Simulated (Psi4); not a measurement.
**SiPH4 (SMILES [SiH2]P): UCCSD(T)/STO-3G (sweep point 1)**

What is the vertical electron affinity of SiPH4 at UCCSD(T)/STO-3G (sweep point 1)? 

The calculation is run with Psi4 1.11.

## Step 1: The molecule

SiPH4: 6 atoms, total charge 0, spin state doublet. SMILES: `[SiH2]P`. The shape is that of a GFN2-xTB optimisation. This is one conformer, not always the lowest.

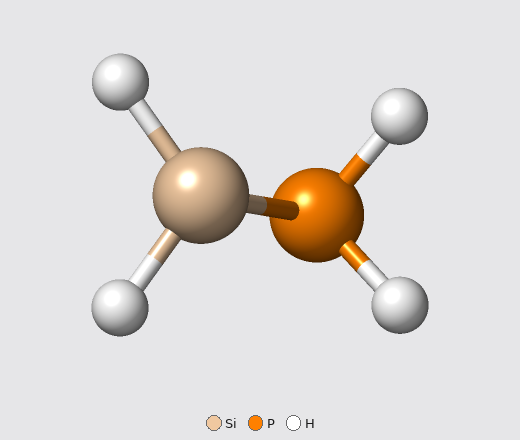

The structure, seen from a chosen angle (silicon light orange, phosphorus orange, hydrogen white).

## Step 2: The energy at UCCSD(T)/STO-3G (sweep point 1)

Input file job.in:

```
memory 1600 mb

molecule {
  0 2
  Si     0.127020    -0.986120    -0.104660
  P     -0.338670     1.170000     0.142220
  H     -0.300620    -1.724700     1.087920
  H     -0.579260    -1.514310    -1.276300
  H      0.434680     1.617150    -0.915300
  H      0.656850     1.437980     1.066130
  symmetry c1
}

set {
  basis           STO-3G
  reference       uhf
  puream          true
  scf_type        pk
  num_frozen_docc 10
  maxiter         150
}

energy("ccsd(t)")
```

On the command line:

```sh
$ psi4 -n 1 job.in job.out
```

job.out:

```text
[...]
  Running in c1 symmetry.
[...]
  Nuclear repulsion =   83.322954502856035
[...]
  Multiplicity = 2
[...]
  Nalpha       = 17
  Nbeta        = 16
[...]
    Number of basis functions: 22
[...]
   @UHF iter   1:  -624.77858864490884   -1.90308e+00   4.31813e-03 ADIIS/DIIS
[...]
   @UHF iter  13:  -624.79196877620757    1.13687e-13   1.83414e-09 DIIS
[...]
   @S^2 Observed:                7.523574650E-01
[...]
    Orbital Energies [Eh]
    ---------------------
    Alpha Occupied:
       1A    -78.895930     2A    -67.904092     3A     -7.217118
       4A     -5.909529     5A     -5.041609     6A     -5.040194
       7A     -5.038326     8A     -3.945496     9A     -3.928893
      10A     -3.927974    11A     -0.805641    12A     -0.642426
      13A     -0.464159    14A     -0.406324    15A     -0.365738
      16A     -0.319972    17A     -0.206501
    Alpha Virtual:
      18A      0.422661    19A      0.473205    20A      0.544813
      21A      0.583419    22A      0.615161
[...]
  @UHF Final Energy:  -624.79196877620757
   => Energetics <=
    Nuclear Repulsion Energy =             83.3229545028560352
    One-Electron Energy =               -1036.5457306777061603
    Two-Electron Energy =                 328.4308073986425143
    Total Energy =                       -624.7919687762075682
  UHF NO Occupations:
  HONO-2 :   15  A 1.9996708
  HONO-1 :   16  A 1.9995024
[...]
 Multipole Moments:
 ------------------------------------------------------------------------------------
     Multipole            Electronic (a.u.)      Nuclear  (a.u.)        Total (a.u.)
 ------------------------------------------------------------------------------------
 L = 1.  Multiply by 2.5417464519 to convert [e a0] to [Debye]
 Dipole X            :         -0.3585813            0.8171773            0.4585960
 Dipole Y            :          1.5142128           -1.6536475           -0.1394347
 Dipole Z            :          0.1681004           -0.2334974           -0.0653970
 Magnitude           :                                                    0.4837655
[...]
      * MP2 total energy                      = -624.857051232302069
[...]
      * CCSD total energy                     = -624.887591213456517
[...]
      * CCSD(T) total energy                     = -624.888287566296640
[...]
```

It took 4.5 s on 1 thread of Intel Xeon Platinum 8488C (Sapphire Rapids), shared host; peak memory 0.18 GiB.

## Step 3: The singlet anion

Input file job.dat:

```
memory 1600 mb

molecule {
  -1 1
  Si     0.127020    -0.986120    -0.104660
  P     -0.338670     1.170000     0.142220
  H     -0.300620    -1.724700     1.087920
  H     -0.579260    -1.514310    -1.276300
  H      0.434680     1.617150    -0.915300
  H      0.656850     1.437980     1.066130
  symmetry c1
}

set basis STO-3G
set puream true
set scf_type pk
set num_frozen_docc 10

energy('ccsd(t)')
```

On the command line:

```sh
$ psi4 -n 1 job.dat job.out
```

job.out:

```text
[...]
  Running in c1 symmetry.
[...]
  Nuclear repulsion =   83.322954502856035
[...]
  Multiplicity = 1
[...]
  Nalpha       = 17
  Nbeta        = 17
[...]
    Number of basis functions: 22
[...]
   @RHF iter   1:  -624.56772516016588   -1.69221e+00   6.90834e-03 ADIIS/DIIS
[...]
   @RHF iter   9:  -624.59417415634641   -4.54747e-13   4.69332e-09 DIIS
[...]
    Orbital Energies [Eh]
    ---------------------
    Doubly Occupied:
       1A    -78.603445     2A    -67.465751     3A     -6.935143
       4A     -5.490618     5A     -4.759162     6A     -4.758840
       7A     -4.756700     8A     -3.511904     9A     -3.510568
      10A     -3.509752    11A     -0.549441    12A     -0.330394
      13A     -0.227128    14A     -0.121519    15A     -0.110089
      16A     -0.032806    17A      0.171705
[...]
  @RHF Final Energy:  -624.59417415634641
   => Energetics <=
    Nuclear Repulsion Energy =             83.3229545028560352
    One-Electron Energy =               -1046.8311500566110226
    Two-Electron Energy =                 338.9140213974085327
    Total Energy =                       -624.5941741563464120
[...]
 Multipole Moments:
 ------------------------------------------------------------------------------------
     Multipole            Electronic (a.u.)      Nuclear  (a.u.)        Total (a.u.)
 ------------------------------------------------------------------------------------
 L = 1.  Multiply by 2.5417464519 to convert [e a0] to [Debye]
 Dipole X            :         -1.3037696            0.8171773           -0.4865923
 Dipole Y            :          2.8096409           -1.6536475            1.1559933
 Dipole Z            :          0.3942360           -0.2334974            0.1607386
 Magnitude           :                                                    1.2644879
[...]
      * MP2 total energy                      = -624.657213407123095
[...]
      * CCSD total energy                     = -624.685906448709602
[...]
      * CCSD(T) total energy                  = -624.686355782582041
[...]
```

Run time: 4.8 s. Hardware: 1 thread of Intel Xeon Platinum 8488C (Sapphire Rapids), shared host; peak memory 0.18 GiB.

## Step 4: Outcome

At UCCSD(T)/STO-3G (sweep point 1), 10 core orbitals frozen:

| quantity | value |
| --- | --- |
| doublet SiPH4: total energy | -624.88829 Eh |
| doublet SiPH4: HOMO energy (Hartree–Fock orbitals) (highest over α and β) | -5.62 eV |
| doublet SiPH4: LUMO energy (Hartree–Fock orbitals) (lowest over α and β) | 6.11 eV |
| doublet SiPH4: correlation energy (10 core orbitals frozen) | -96.3 mEh |
| doublet SiPH4: (T) correction | -0.70 mEh |
| doublet SiPH4: ⟨S²⟩ of the reference determinant | 0.752 |
| doublet SiPH4: T1 diagnostic | 0.012 |
| singlet anion: total energy | -624.68636 Eh |
| singlet anion: HOMO energy (Hartree–Fock orbitals) | 4.67 eV |
| singlet anion: LUMO energy (Hartree–Fock orbitals) | 19.54 eV |
| singlet anion: HOMO–LUMO gap (to an unbound level, set by the basis) | 14.87 eV |
| singlet anion: correlation energy (10 core orbitals frozen) | -92.2 mEh |
| singlet anion: (T) correction | -0.45 mEh |
| singlet anion: T1 diagnostic | 0.007 |
| vertical electron affinity (to the singlet anion) | -5.495 eV |

The anion lies 5.49 eV (530 kJ/mol) above the neutral: the electron isn't bound at this level, and such a value depends on the basis. Without diffuse functions anions come out too high. In a minimal basis such a difference can be off by several eV, whatever the method. The triples (doublet SiPH4) make up 0.7 % of the correlation energy. The triples (singlet anion) make up 0.5 % of the correlation energy. The HOMO (singlet anion) lies at positive energy, 4.67 eV: the electron is unbound at this level or held by a compact basis; values depend on the basis.
